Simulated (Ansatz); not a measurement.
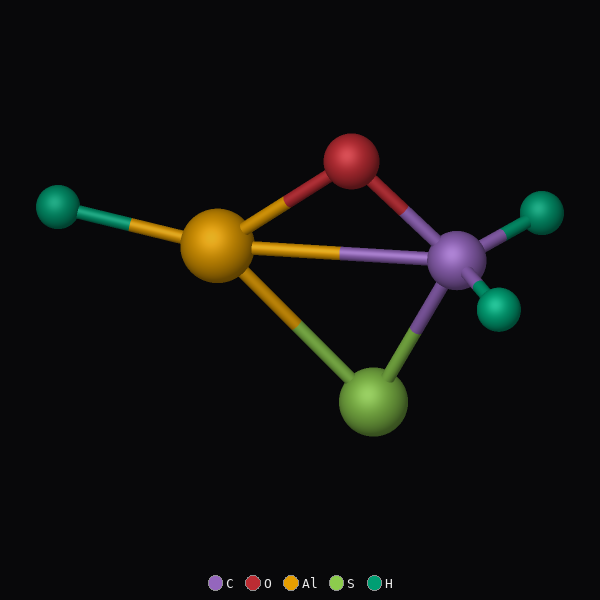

Rendered structure (ball-and-stick style). Every bond is drawn as one stick, whatever its order.

Computed geometry: PBE0-D4/def2-TZVP optimisation.

Question: Give the formula.

Answer: CH3AlOS, 7 atoms: 1 carbon, 3 hydrogen, 1 aluminium, 1 oxygen and 1 sulfur.

Question: Count the bonded pairs by element.

Answer: 2 C–H, 1 C–O, 1 Al–O, 1 C–S, 1 Al–S, 1 C–Al, 1 Al–H. Sticks follow a distance rule.

Question: Give the symmetry (Schoenflies symbol).

Answer: Cs.

More results for the same structure follow; atom numbers are the same in all pictures, views and colours differ.

**Shape**

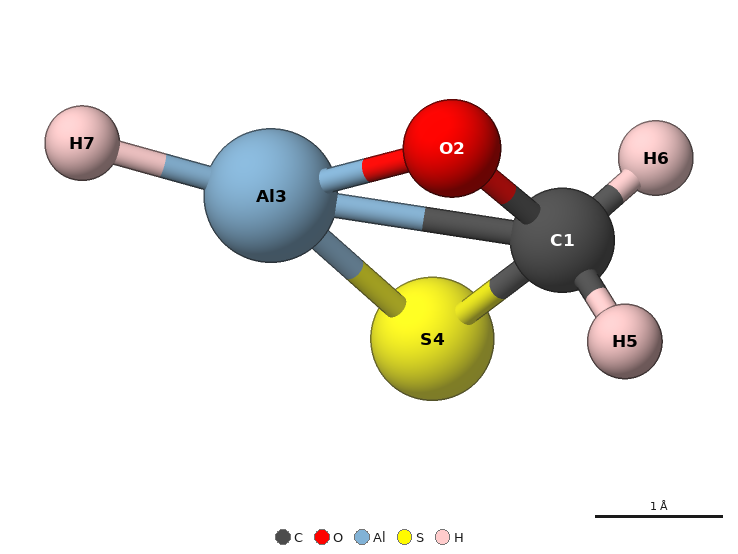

Atoms carry their numbers in the input.

Question: Which bond is the longest?

Answer: C1–Al3, 2.337 Å.

Question: What is the dihedral angle S4–C1–Al3–O2?

Answer: 180° in size, that is anti.

**Dipole moment**

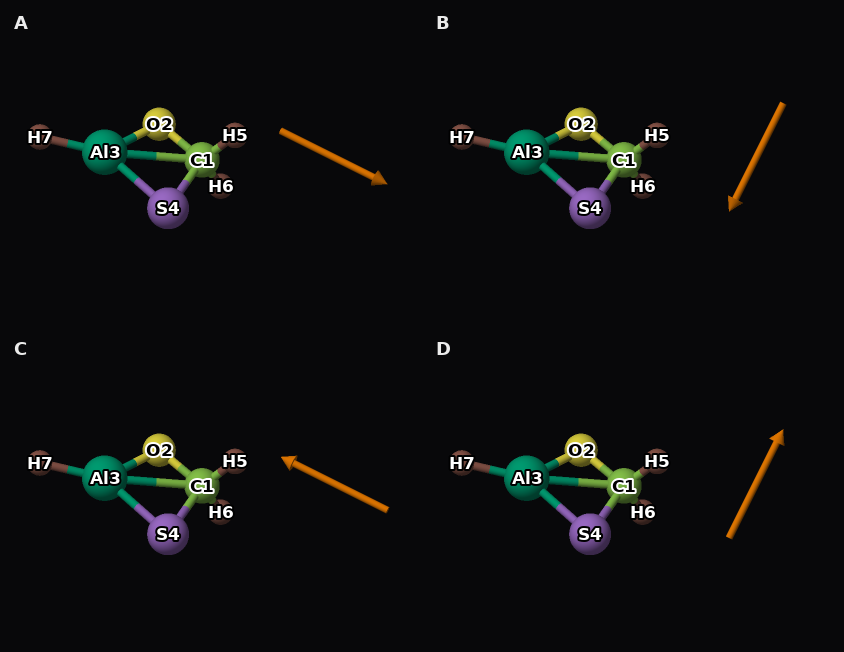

The same molecule four times, each with an arrow. Method: RKS PBE-D4/def2-TZVPP (Ansatz 0.2.0).

Question: Which arrow points along the dipole moment, from the negative to the positive end?

Answer: C. The dipole moment is 0.64 D; it points from the side of H5, H6 to the side of H7 (the outermost atoms at the two ends).

**Thermal motion**

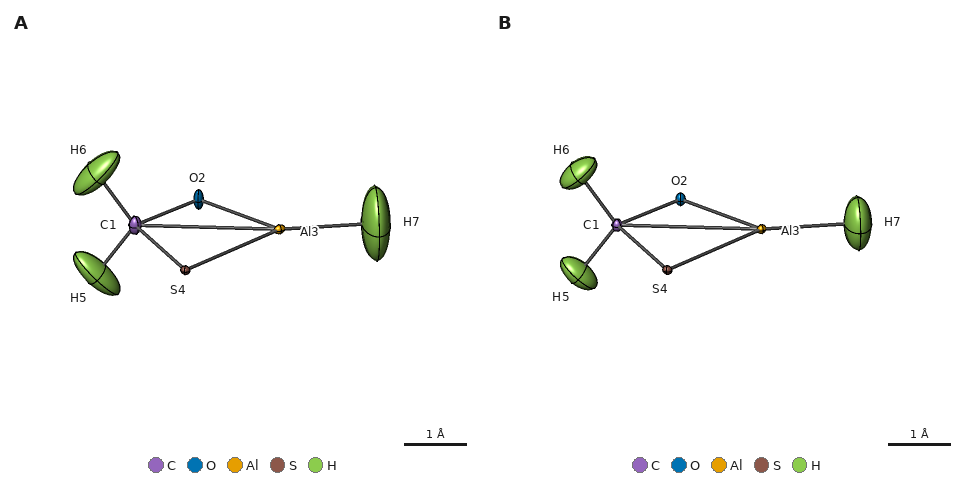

Displacement ellipsoids at the 50 % level, scaled by 1.5, from the internal vibrations of the free molecule (harmonic, no overall translation or rotation; no half-axis is drawn under 0.075 Å). Vibrations computed with RKS PBE0-D4/def2-TZVP (Ansatz 0.2.0). One panel is for 200 K, the other for 600 K.

Question: Which panel is for 600 K?

Answer: A.

Question: How much does the mean-square displacement of O2 grow, and why?

Answer: U_eq goes from 0.0015 to 0.0029 Å², a factor of 2.0. Modes below kT (417 cm⁻¹ at 600 K) grow about in proportion to T, and the lowest lies at 239 cm⁻¹; the mean-square amplitude of a mode is its zero-point value times coth(ħω/2kT), which comes close to 1 only above about 3kT.

**Charges**

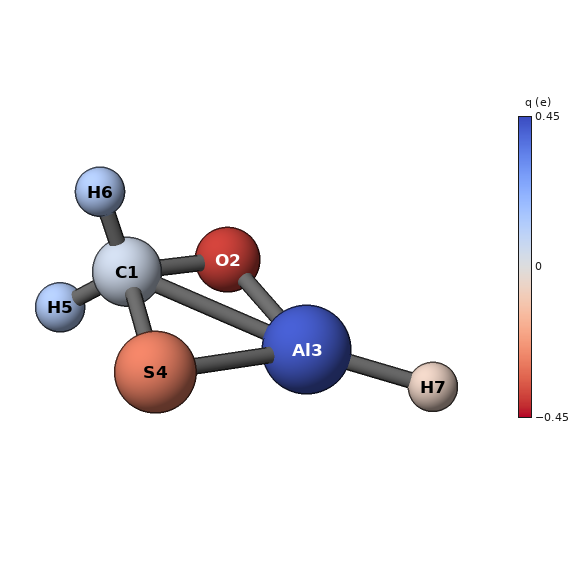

Atoms are coloured by their Mulliken charges. Properties computed with RKS PBE0-D4/def2-TZVP (Ansatz 0.2.0).

Give the Mulliken charges atom by atom.

```
atom  value (e)
  C1       0.05
  O2      −0.38
 Al3       0.41
  S4      −0.27
  H5       0.13
  H6       0.13
  H7      −0.06
```

Mulliken values depend strongly on the basis set and can even reverse the polarity of a bond.
